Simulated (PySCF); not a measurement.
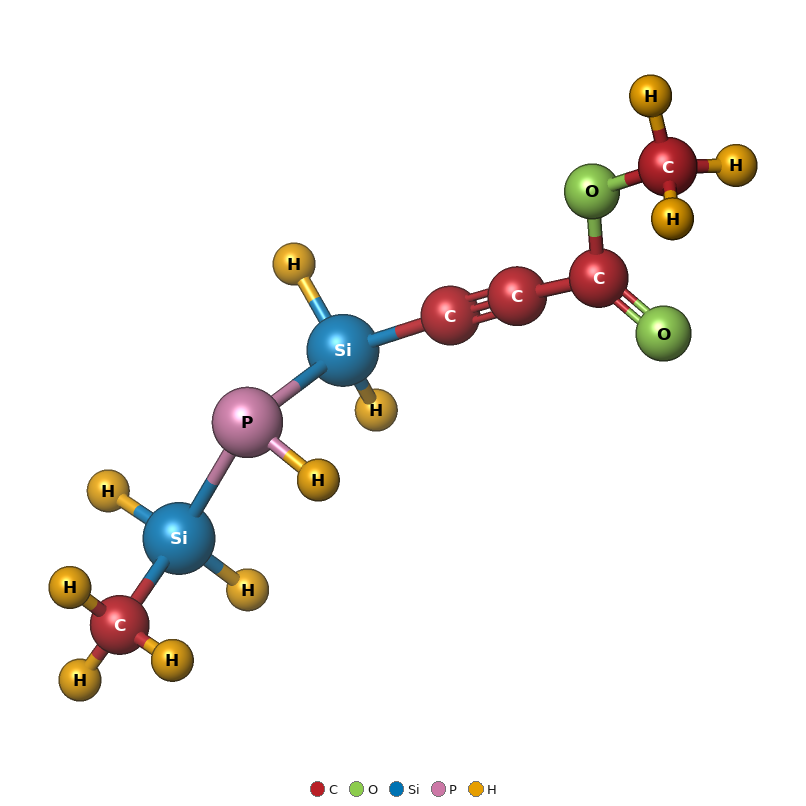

The computed structure is the end point of a GFN2-xTB optimisation. No frequency run is at hand to confirm it as a minimum. Method: PBE0/pcSseg-1, gas phase (PySCF 2.14.0).

### Estimate the LUMO energy (Kohn–Sham orbital).

−1.66 eV.

### What is the HOMO energy (Kohn–Sham orbital)?

−7.40 eV.

### Estimate the dipole moment.

1.18 D.

The geometry is semi-empirical. Around P, Si such bond lengths and angles can be off by a tenth of an ångström or more and by several degrees, and values that hang on the shape move with them.
